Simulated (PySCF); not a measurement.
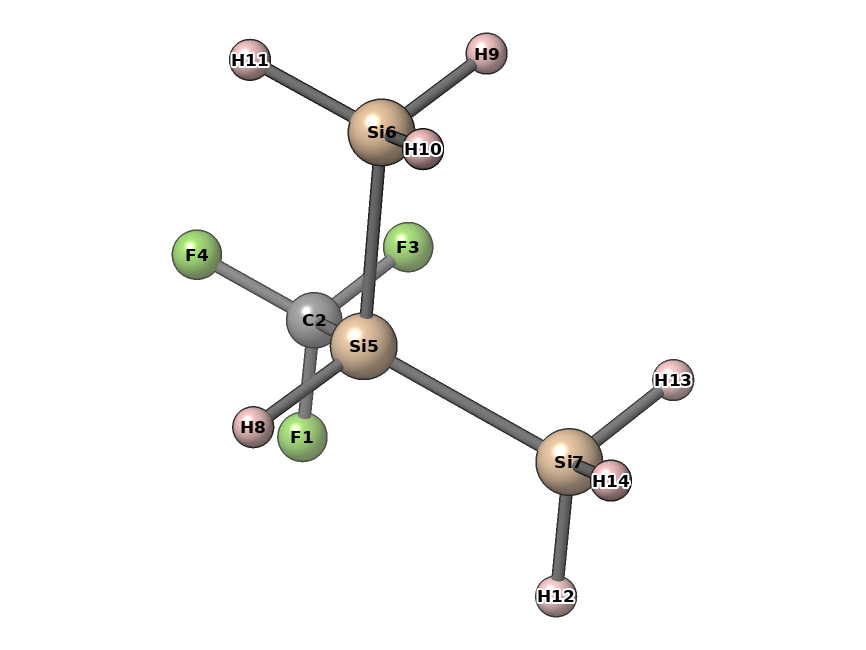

C2 lies behind Si5. The molecule seen a little off the Si5–C2 bond, Si5 in front. Depth is shown by fading: the farther an atom, the more it takes the colour of the background. Computed geometry: PBE0-D3(BJ)/def2-SVP optimisation. No frequency run is at hand to confirm it as a minimum.

Question: What is the torsion angle Si6–Si5–C2–F1? The sign is positive where the front bond must turn clockwise to cover the back bond.

Answer: 179°, antiperiplanar (anti). The bonds about Si5–C2 are staggered.
